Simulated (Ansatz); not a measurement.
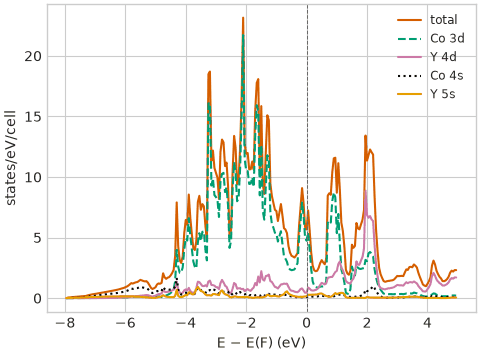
Total and projected density of states of YCo2 (cubic Laves (MgCu2 type), space group No. 227), r²SCAN (plane waves, PAW; program Ansatz)

Task: Which orbitals carry the states next to the Fermi level?

Result: Within 0.5 eV of the Fermi level: Co 3d 71 %, Y 4d 16 %, Y 5s 5 %. Projections are on Löwdin-orthogonalised atomic valence shells; empty p or d shells of many metals are not among them.

Task: Where is the tallest occupied peak in this window, and what makes it?

Result: Near -2.1 eV, about 23 states/eV per cell; the largest projected share is Co 3d.

Space group Fd-3m (cubic Laves (MgCu2 type)). The workflow started from a Materials Project entry (that database holds measured and hypothetical structures alike); the Crystallography Open Database files this formula in space group No. 227, but the cells were not matched. Whether it is the stable phase at ambient conditions was not checked. Symmetry was held in the r²SCAN relaxation, as lowered by the spin order; whether a distortion lowers the energy is not shown. Magnetic state: ferrimagnetic, chosen from 4 collinear starts compared on coarse meshes (ties went to the first, and starts can fall back to one state), not a proven ground state. Other orbital occupations within this spin state were not tried. Scalar-relativistic: spin–orbit coupling is off unless named, which matters more the heavier the elements.

Potentials: the later of the program's two PAW sets.
